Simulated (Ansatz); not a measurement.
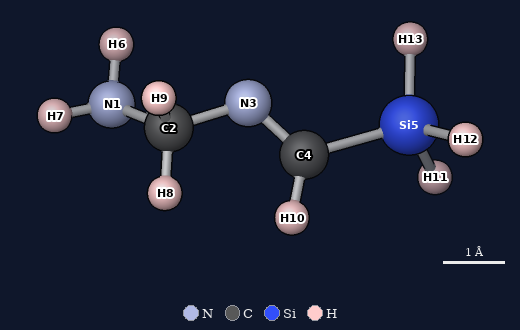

Figure 1. The structure as given in the input (ball-and-stick view, seen at a tilt; atoms are numbered from 1 in the order of the input). Bond lengths as drawn: C–H 1.10 to 1.11 Å, C–N 1.26 to 1.45 Å, C–Si 1.88 Å, H–N 1.01 Å and H–Si 1.48 to 1.49 Å.

# C2H8N2Si: single-point calculation

C2H8N2Si, computed with RKS r2SCAN-D4/def2-TZVPP (Ansatz 0.2.0).

The geometry comes from this level: PBE0-D4/def2-TZVP. Figures and captions count atoms from 1; the log counts them from 0 in places.

The input:
```yaml
crystal:
  periodic: [false, false, false]
  atoms:
    - {symbol: N, position_ang: [-1.144819, -2.035595, 0.853889]}
    - {symbol: C, position_ang: [-0.126836, -1.048295, 1.147078]}
    - {symbol: N, position_ang: [-0.319297, 0.078740, 0.267156]}
    - {symbol: C, position_ang: [0.663472, 0.491072, -0.413637]}
    - {symbol: Si, position_ang: [0.466819, 1.972969, -1.557651]}
    - {symbol: H, position_ang: [-2.059251, -1.606828, 0.938073]}
    - {symbol: H, position_ang: [-1.098270, -2.796814, 1.519767]}
    - {symbol: H, position_ang: [0.863944, -1.510753, 1.017429]}
    - {symbol: H, position_ang: [-0.177763, -0.642872, 2.171398]}
    - {symbol: H, position_ang: [1.642611, -0.017601, -0.344979]}
    - {symbol: H, position_ang: [0.841950, 1.575475, -2.941216]}
    - {symbol: H, position_ang: [1.400050, 3.049198, -1.126577]}
    - {symbol: H, position_ang: [-0.932308, 2.456602, -1.515726]}
basis:
  gaussian: {orbitals: def2-TZVPP}
hamiltonian: {xc: r2scan, dispersion: d4}
output: {forces: true, orbitals: {seedname: orbitals}}
```

Run on 4 threads of Arm Neoverse V1, 23 GiB of memory available, shared host.

Launch command:
```bash
ansatz run in.yaml --threads 4 --pin off --events-out ev --progress --plain --max-ram 10444MiB
```

The program's output:
```
Functional definition: r2SCAN
  name "r2SCAN"
  cite "Furness, Kaplan, Ning, Perdew & Sun, J. Phys. Chem. Lett. 11, 8208 (2020) doi:10.1021/acs.jpclett.0c02405"
  cite "Furness, Kaplan, Ning, Perdew & Sun, J. Phys. Chem. Lett. 11, 9248 (2020) doi:10.1021/acs.jpclett.0c03077"
  parent r2scan
  parameter k0 = 0.174
  parameter k1 = 0.065
  parameter a1 = 4.9479
  exchange = r2scan_x(k0 = k0, k1 = k1, a1 = a1)
  correlation = r2scan_c
1430 factors; their error is unknown
mean field evaluation 1: about -13048.3688 eV, gradient 7.1e1 eV
mean field evaluation 2: about -13026.4739 eV, gradient 1.2e2 eV
mean field evaluation 4: about -13059.0075 eV, gradient 1.3e1 eV
mean field evaluation 8: about -13059.3786 eV, gradient 2.5e-1 eV
mean field evaluation 16: about -13059.3375 eV, gradient 1.1e-2 eV
mean field -13059.33752102 eV, -479.9218019606 hartree, gradient 2.5e-5 eV, S^2 0.000000; 0 other end points of the search recorded, 0 dependent functions left out
the calculation of the forces begins
reference -13059.33753580 eV, -479.9218025038 hartree; 24, 24 occupied and 254, 254 virtual orbitals, 1430 factors
Total energy: -13059.40073387 eV, -479.9241249899 hartree
Atom 0 at    -1.144819    -2.035595     0.853889 Å, force    -0.121692    -0.153822    -0.127570 eV/Å
Atom 1 at    -0.126836    -1.048295     1.147078 Å, force     0.159564    -0.027627     0.156864 eV/Å
Atom 2 at    -0.319297     0.078740     0.267156 Å, force    -0.320436     0.017285     0.099033 eV/Å
Atom 3 at     0.663472     0.491072    -0.413637 Å, force     0.224840     0.169406    -0.222868 eV/Å
Atom 4 at     0.466819     1.972969    -1.557651 Å, force    -0.005463     0.021489    -0.012387 eV/Å
Atom 5 at    -2.059251    -1.606828     0.938073 Å, force    -0.027212     0.004380     0.029657 eV/Å
Atom 6 at    -1.098270    -2.796814     1.519767 Å, force    -0.009274    -0.003863     0.031580 eV/Å
Atom 7 at     0.863944    -1.510753     1.017429 Å, force     0.019239    -0.020167     0.008191 eV/Å
Atom 8 at    -0.177763    -0.642872     2.171398 Å, force     0.006265     0.030461     0.028365 eV/Å
Atom 9 at     1.642611    -0.017601    -0.344979 Å, force     0.060004    -0.027191     0.005152 eV/Å
Atom 10 at     0.841950     1.575475    -2.941216 Å, force    -0.002041     0.011954     0.022468 eV/Å
Atom 11 at     1.400050     3.049198    -1.126577 Å, force    -0.013580    -0.015513    -0.014466 eV/Å
Atom 12 at    -0.932308     2.456602    -1.515726 Å, force     0.029787    -0.006793    -0.004019 eV/Å
Dipole moment:     0.156687    -0.095063     0.292985 e Å
```

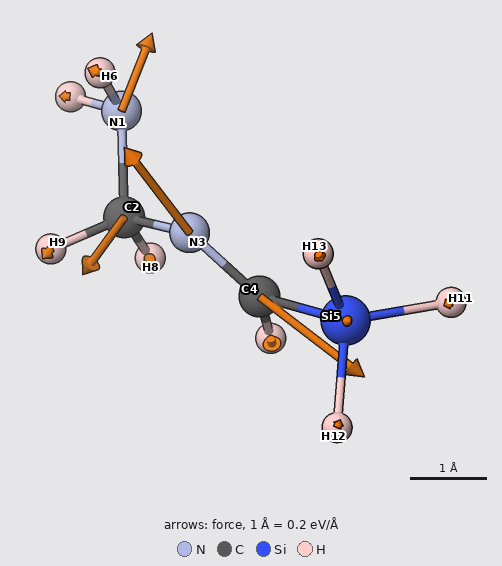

Figure 2. Forces on the atoms as orange arrows (ball-and-stick view, seen at a tilt; atoms are numbered from 1 in the order of the input). The largest act on C4 (0.36 eV/Å); N3 (0.34 eV/Å); N1 (0.23 eV/Å); C2 (0.23 eV/Å). The geometry is not a stationary point of this energy.

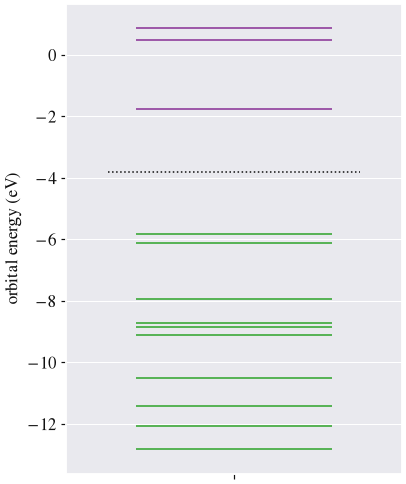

Figure 3. Orbital energies near the frontier; the dotted line parts filled from empty levels, and levels within 0.02 eV of each other stand side by side. Highest filled −5.84 eV, lowest empty −1.76 eV, 4.08 eV apart.

Summary:

```json
{"quantity": "outcome", "value": "converged"}
{"quantity": "total energy", "value": "−13059.4007 eV"}
{"quantity": "mean-field energy", "value": "−13059.3375 eV"}
{"quantity": "dispersion energy", "value": "−0.0632 eV"}
{"quantity": "SCF solution under orbital rotations", "value": "stable"}
{"quantity": "HOMO", "value": "−5.84 eV"}
{"quantity": "LUMO", "value": "−1.76 eV"}
{"quantity": "largest force (length of the vector)", "value": "0.359 eV/Å"}
{"quantity": "dipole moment", "value": "1.66 D"}
{"quantity": "wall time", "value": "5 s (CPU time 18 s)"}
{"quantity": "peak memory", "value": "0.39 GiB"}
```
